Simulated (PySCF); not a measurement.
## Run report: AlHBrF, single-point calculation (part 2 of 2)

The same run, continued: AlHBrF, multiplicity 3, SMILES [F][AlH][Br]; NEVPT2/cc-pVDZ, ROHF (PySCF 2.14.0). The run did not end well. The geometry is that of the parent species in another charge or spin state. The geometry comes from this level: PBE0-D4/def2-TZVP.

Geometry of the input (Å):
```
F  0.7791  -0.8051  1.2801
Al 0.1323  0.0762  0.0564
Br -1.5666  -0.8227  -1.0880
H  0.7105  1.4913  -0.2688
```

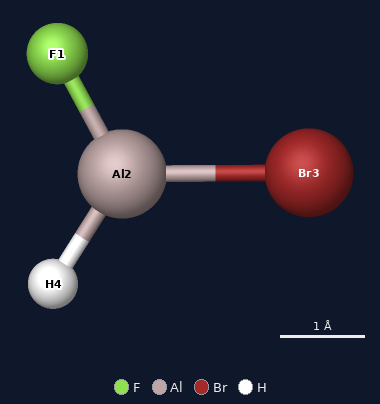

*The input geometry (ball-and-stick view, seen at a tilt; atoms are numbered from 1 in the order of the input). Sticks mark near contacts.*

**Output, continued**
```
               |grad[o]|=0.000205  |grad[c]|=0.000158  |ddm|=0.000746  |maxRot[o]|=0.000331
macro iter  34 (  3 JK    1 micro), CASSCF E = -2914.24543941884  dE = -1.54514964e-07  S^2 = 2.0000000
               |grad[o]|=0.000202  |grad[c]|=0.000156  |ddm|=0.000737  |maxRot[o]|=0.000328
macro iter  35 (  3 JK    1 micro), CASSCF E = -2914.24543956937  dE = -1.50526830e-07  S^2 = 2.0000000
               |grad[o]|=0.0002  |grad[c]|=0.000154  |ddm|=0.000727  |maxRot[o]|=0.000323
macro iter  36 (  3 JK    1 micro), CASSCF E = -2914.24543971613  dE = -1.46764705e-07  S^2 = 2.0000000
               |grad[o]|=0.000197  |grad[c]|=0.000152  |ddm|=0.000718  |maxRot[o]|=0.000323
macro iter  37 (  3 JK    1 micro), CASSCF E = -2914.24543985922  dE = -1.43081706e-07  S^2 = 2.0000000
               |grad[o]|=0.000194  |grad[c]|=0.00015  |ddm|=0.000708  |maxRot[o]|=0.000321
macro iter  38 (  3 JK    1 micro), CASSCF E = -2914.24543999878  dE = -1.39559688e-07  S^2 = 2.0000000
               |grad[o]|=0.000191  |grad[c]|=0.000149  |ddm|=0.000699  |maxRot[o]|=0.000323
macro iter  39 (  3 JK    1 micro), CASSCF E = -2914.24544013494  dE = -1.36161361e-07  S^2 = 2.0000000
               |grad[o]|=0.000189  |grad[c]|=0.000147  |ddm|=0.000691  |maxRot[o]|=0.000334
macro iter  40 (  3 JK    1 micro), CASSCF E = -2914.24544026783  dE = -1.32891728e-07  S^2 = 2.0000000
               |grad[o]|=0.000186  |grad[c]|=0.000145  |ddm|=0.000683  |maxRot[o]|=0.000335
macro iter  41 (  3 JK    1 micro), CASSCF E = -2914.24544039754  dE = -1.29708042e-07  S^2 = 2.0000000
               |grad[o]|=0.000184  |grad[c]|=0.000143  |ddm|=0.000675  |maxRot[o]|=0.000336
macro iter  42 (  3 JK    1 micro), CASSCF E = -2914.24544052422  dE = -1.26678970e-07  S^2 = 2.0000000
               |grad[o]|=0.000182  |grad[c]|=0.000141  |ddm|=0.000668  |maxRot[o]|=0.00034
macro iter  43 (  3 JK    1 micro), CASSCF E = -2914.24544064798  dE = -1.23762220e-07  S^2 = 2.0000000
               |grad[o]|=0.00018  |grad[c]|=0.00014  |ddm|=0.00066  |maxRot[o]|=0.00034
macro iter  44 (  3 JK    1 micro), CASSCF E = -2914.24544076893  dE = -1.20952791e-07  S^2 = 2.0000000
               |grad[o]|=0.000177  |grad[c]|=0.000138  |ddm|=0.000653  |maxRot[o]|=0.000343
macro iter  45 (  3 JK    1 micro), CASSCF E = -2914.24544088717  dE = -1.18238859e-07  S^2 = 2.0000000
               |grad[o]|=0.000175  |grad[c]|=0.000136  |ddm|=0.000647  |maxRot[o]|=0.000349
macro iter  46 (  3 JK    1 micro), CASSCF E = -2914.24544100277  dE = -1.15595412e-07  S^2 = 2.0000000
               |grad[o]|=0.000173  |grad[c]|=0.000135  |ddm|=0.00064  |maxRot[o]|=0.00035
macro iter  47 (  3 JK    1 micro), CASSCF E = -2914.24544111578  dE = -1.13014721e-07  S^2 = 2.0000000
               |grad[o]|=0.000171  |grad[c]|=0.000133  |ddm|=0.000634  |maxRot[o]|=0.000351
macro iter  48 (  3 JK    1 micro), CASSCF E = -2914.24544122629  dE = -1.10511337e-07  S^2 = 2.0000000
               |grad[o]|=0.000169  |grad[c]|=0.000132  |ddm|=0.000627  |maxRot[o]|=0.000352
macro iter  49 (  3 JK    1 micro), CASSCF E = -2914.24544133438  dE = -1.08090262e-07  S^2 = 2.0000000
               |grad[o]|=0.000167  |grad[c]|=0.00013  |ddm|=0.000621  |maxRot[o]|=0.000354
macro iter  50 (  3 JK    1 micro), CASSCF E = -2914.24544144012  dE = -1.05742402e-07  S^2 = 2.0000000
               |grad[o]|=0.000165  |grad[c]|=0.000129  |ddm|=0.000615  |maxRot[o]|=0.000355
1-step CASSCF not converged,  50 macro (443 JK 113 micro) steps
CASSCF canonicalization
Natural occ [1.95750795 1.00230484 0.99766298 0.04252423]
Natural orbital (expansion on meta-Lowdin AOs) in CAS space
               #1        #2        #3        #4
0 F 1s           0.00008  -0.00000  -0.00001  -0.00004
0 F 2s           0.03132  -0.00606  -0.00634  -0.04694
0 F 3s           0.00792  -0.00231  -0.00301  -0.01106
0 F 2px          0.00933  -0.07333  -0.07985   0.03174
0 F 2py          0.07772   0.04844   0.05134  -0.07250
0 F 2pz         -0.03743   0.08504   0.08710   0.06494
0 F 3px          0.00282  -0.01951  -0.02770  -0.00407
0 F 3py          0.01779   0.01258   0.01818  -0.03350
0 F 3pz         -0.00687   0.02202   0.03084   0.01195
0 F 3dxy        -0.00112  -0.00201  -0.00271   0.00118
0 F 3dyz        -0.00220   0.00110   0.00111   0.00497
0 F 3dz^2        0.00052  -0.00300  -0.00421  -0.00031
0 F 3dxz         0.00054   0.00084   0.00095  -0.00217
0 F 3dx2-y2     -0.00092  -0.00058  -0.00043   0.00214
1 Al 1s          0.00328  -0.00017  -0.00016  -0.00219
1 Al 2s         -0.01908   0.00102   0.00097   0.01226
1 Al 3s         -0.50053   0.03616   0.04191   0.67032
1 Al 4s          0.00633   0.00657   0.01159   0.08475
1 Al 2px         0.00146  -0.00030  -0.00010   0.00137
1 Al 2py         0.00137   0.00020   0.00013   0.00071
1 Al 2pz        -0.00004   0.00037   0.00019   0.00072
1 Al 3px        -0.11196   0.40151   0.45771  -0.03694
1 Al 3py        -0.39297  -0.26732  -0.30737   0.23686
1 Al 3pz         0.11217  -0.40296  -0.46756  -0.11804
1 Al 4px         0.01813   0.01485   0.04945   0.01314
1 Al 4py         0.05668  -0.01030  -0.03489  -0.01873
1 Al 4pz        -0.01750  -0.01474  -0.05079   0.01722
1 Al 3dxy       -0.00641   0.03349   0.04464  -0.06616
1 Al 3dyz        0.00848   0.02834   0.02954   0.01033
1 Al 3dz^2       0.01746   0.08382   0.10680  -0.00860
1 Al 3dxz        0.02421  -0.01323  -0.02142  -0.09912
1 Al 3dx2-y2     0.02620  -0.03593  -0.03492  -0.03707
2 Br 1s         -0.00009   0.00001   0.00002   0.00021
2 Br 2s          0.00058  -0.00008  -0.00013  -0.00105
2 Br 3s         -0.00032   0.00025  -0.00029  -0.00366
2 Br 4s          0.03089  -0.00548  -0.00917  -0.08377
2 Br 5s          0.00918  -0.00197  -0.00102  -0.02789
2 Br 2px         0.00016   0.00039  -0.00061  -0.00030
2 Br 2py         0.00016  -0.00030   0.00038  -0.00027
2 Br 2pz         0.00005  -0.00037   0.00053  -0.00015
2 Br 3px        -0.00024  -0.00610   0.00511   0.00106
2 Br 3py        -0.00020   0.00431  -0.00345   0.00087
2 Br 3pz         0.00007   0.00558  -0.00460   0.00060
2 Br 4px         0.04034   0.49123  -0.43799  -0.11858
2 Br 4py         0.05141  -0.35187   0.28967  -0.10522
2 Br 4pz        -0.00755  -0.45211   0.38967  -0.06297
2 Br 5px         0.00632  -0.02784   0.00541  -0.00996
2 Br 5py         0.01460   0.01675  -0.00737  -0.03631
2 Br 5pz        -0.00183   0.02300  -0.00876   0.00985
2 Br 3dxy        0.00011   0.00001  -0.00005  -0.00037
2 Br 3dyz        0.00013   0.00019  -0.00030  -0.00008
2 Br 3dz^2      -0.00007   0.00024  -0.00032   0.00016
2 Br 3dxz        0.00004   0.00002  -0.00007  -0.00017
2 Br 3dx2-y2     0.00006  -0.00027   0.00044   0.00003
2 Br 4dxy       -0.00210  -0.00208   0.00006  -0.00272
2 Br 4dyz       -0.00055  -0.03511  -0.03814  -0.00310
2 Br 4dz^2       0.00104  -0.03780  -0.03995   0.00018
2 Br 4dxz       -0.00007  -0.01059  -0.01454  -0.00468
2 Br 4dx2-y2     0.00179   0.05034   0.05601  -0.00519
3 H 1s          -0.73976   0.00229  -0.01331  -0.62222
3 H 2s           0.02193  -0.00288  -0.00354   0.11024
3 H 2px          0.01630   0.00493   0.00762  -0.00579
3 H 2py          0.03633  -0.00309  -0.00391   0.05278
3 H 2pz         -0.00831  -0.00458  -0.00707  -0.02476
<CAS-nat-orb|mo-hf>  28     26      -0.46430633
<CAS-nat-orb|mo-hf>  28     28       0.51929587
<CAS-nat-orb|mo-hf>  28     29      -0.69180632
<CAS-nat-orb|mo-hf>  29     27       0.86902173
<CAS-nat-orb|mo-hf>  29     31       0.47964453
<CAS-nat-orb|mo-hf>  30     27      -0.48771181
<CAS-nat-orb|mo-hf>  30     31       0.85120620
<CAS-nat-orb|mo-hf>  31     30       0.85114677
CASSCF energy = -2914.24544144012
CASCI E = -2914.24544144012  E(CI) = -3.34907279706977  S^2 = 2.0000000

******** <class 'pyscf.mrpt.nevpt2.NEVPT'> ********
NEVPT2 (3e+1e, 4o), ncore = 27, nvir = 33
root = 0
Natural occ [1.95750795 1.00230484 0.99766298 0.04252423]
Natural orbital (expansion on meta-Lowdin AOs) in CAS space
               #1        #2        #3        #4
0 F 1s           0.00008  -0.00000  -0.00001  -0.00004
0 F 2s           0.03132  -0.00606  -0.00634  -0.04694
0 F 3s           0.00792  -0.00231  -0.00301  -0.01106
0 F 2px          0.00933  -0.07333  -0.07985   0.03174
0 F 2py          0.07772   0.04844   0.05134  -0.07250
0 F 2pz         -0.03743   0.08504   0.08710   0.06494
0 F 3px          0.00282  -0.01951  -0.02770  -0.00407
0 F 3py          0.01779   0.01258   0.01818  -0.03350
0 F 3pz         -0.00687   0.02202   0.03084   0.01195
0 F 3dxy        -0.00112  -0.00201  -0.00271   0.00118
0 F 3dyz        -0.00220   0.00110   0.00111   0.00497
0 F 3dz^2        0.00052  -0.00300  -0.00421  -0.00031
0 F 3dxz         0.00054   0.00084   0.00095  -0.00217
0 F 3dx2-y2     -0.00092  -0.00058  -0.00043   0.00214
1 Al 1s          0.00328  -0.00017  -0.00016  -0.00219
1 Al 2s         -0.01908   0.00102   0.00097   0.01226
1 Al 3s         -0.50053   0.03616   0.04191   0.67032
1 Al 4s          0.00633   0.00657   0.01159   0.08475
1 Al 2px         0.00146  -0.00030  -0.00010   0.00137
1 Al 2py         0.00137   0.00020   0.00013   0.00071
1 Al 2pz        -0.00004   0.00037   0.00019   0.00072
1 Al 3px        -0.11196   0.40151   0.45771  -0.03694
1 Al 3py        -0.39297  -0.26732  -0.30737   0.23686
1 Al 3pz         0.11217  -0.40296  -0.46756  -0.11804
1 Al 4px         0.01813   0.01485   0.04945   0.01314
1 Al 4py         0.05668  -0.01030  -0.03489  -0.01873
1 Al 4pz        -0.01750  -0.01474  -0.05079   0.01722
1 Al 3dxy       -0.00641   0.03349   0.04464  -0.06616
1 Al 3dyz        0.00848   0.02834   0.02954   0.01033
1 Al 3dz^2       0.01746   0.08382   0.10680  -0.00860
1 Al 3dxz        0.02421  -0.01323  -0.02142  -0.09912
1 Al 3dx2-y2     0.02620  -0.03593  -0.03492  -0.03707
2 Br 1s         -0.00009   0.00001   0.00002   0.00021
2 Br 2s          0.00058  -0.00008  -0.00013  -0.00105
2 Br 3s         -0.00032   0.00025  -0.00029  -0.00366
2 Br 4s          0.03089  -0.00548  -0.00917  -0.08377
2 Br 5s          0.00918  -0.00197  -0.00102  -0.02789
2 Br 2px         0.00016   0.00039  -0.00061  -0.00030
2 Br 2py         0.00016  -0.00030   0.00038  -0.00027
2 Br 2pz         0.00005  -0.00037   0.00053  -0.00015
2 Br 3px        -0.00024  -0.00610   0.00511   0.00106
2 Br 3py        -0.00020   0.00431  -0.00345   0.00087
2 Br 3pz         0.00007   0.00558  -0.00460   0.00060
2 Br 4px         0.04034   0.49123  -0.43799  -0.11858
2 Br 4py         0.05141  -0.35187   0.28967  -0.10522
2 Br 4pz        -0.00755  -0.45211   0.38967  -0.06297
2 Br 5px         0.00632  -0.02784   0.00541  -0.00996
2 Br 5py         0.01460   0.01675  -0.00737  -0.03631
2 Br 5pz        -0.00183   0.02300  -0.00876   0.00985
2 Br 3dxy        0.00011   0.00001  -0.00005  -0.00037
2 Br 3dyz        0.00013   0.00019  -0.00030  -0.00008
2 Br 3dz^2      -0.00007   0.00024  -0.00032   0.00016
2 Br 3dxz        0.00004   0.00002  -0.00007  -0.00017
2 Br 3dx2-y2     0.00006  -0.00027   0.00044   0.00003
2 Br 4dxy       -0.00210  -0.00208   0.00006  -0.00272
2 Br 4dyz       -0.00055  -0.03511  -0.03814  -0.00310
2 Br 4dz^2       0.00104  -0.03780  -0.03995   0.00018
2 Br 4dxz       -0.00007  -0.01059  -0.01454  -0.00468
2 Br 4dx2-y2     0.00179   0.05034   0.05601  -0.00519
3 H 1s          -0.73976   0.00229  -0.01331  -0.62222
3 H 2s           0.02193  -0.00288  -0.00354   0.11024
3 H 2px          0.01630   0.00493   0.00762  -0.00579
3 H 2py          0.03633  -0.00309  -0.00391   0.05278
3 H 2pz         -0.00831  -0.00458  -0.00707  -0.02476
<CAS-nat-orb|mo-hf>  28     26      -0.46430633
<CAS-nat-orb|mo-hf>  28     28       0.51929587
<CAS-nat-orb|mo-hf>  28     29      -0.69180632
<CAS-nat-orb|mo-hf>  29     27       0.86902173
<CAS-nat-orb|mo-hf>  29     31       0.47964453
<CAS-nat-orb|mo-hf>  30     27      -0.48771181
<CAS-nat-orb|mo-hf>  30     31       0.85120620
<CAS-nat-orb|mo-hf>  31     30       0.85114677
Sr    (-1)',   E = -0.00438201014238
Si    (+1)',   E = -0.00044602064434
Sijrs (0)  ,   E = -0.27485970350521
Sijr  (+1) ,   E = -0.02119659051416
Srsi  (-1) ,   E = -0.03463332684956
Srs   (-2) ,   E = -0.01152918222184
Sij   (+2) ,   E = -0.00033099238536
Sir   (0)' ,   E = -0.01220458911721
Nevpt2 Energy = -0.359582415380058
E = -2914.6050238555 Eh
```

**Outcome**

```tsv
quantity	value
outcome	not converged
total energy	−2914.605024 hartree
SCF energy	−2914.185783 hartree
correlation energy	−0.419240 hartree
basis functions	64
⟨S²⟩	2.000
hardware	1 thread of Arm Neoverse V1, 24 GiB of memory available, shared host
wall time	23 s
peak memory	0.2 GiB
```

**Diagnosis**

The run did not converge. Its last values are not results. The SCF reached its limit of 22 cycles, and the later steps ran on the unconverged orbitals.
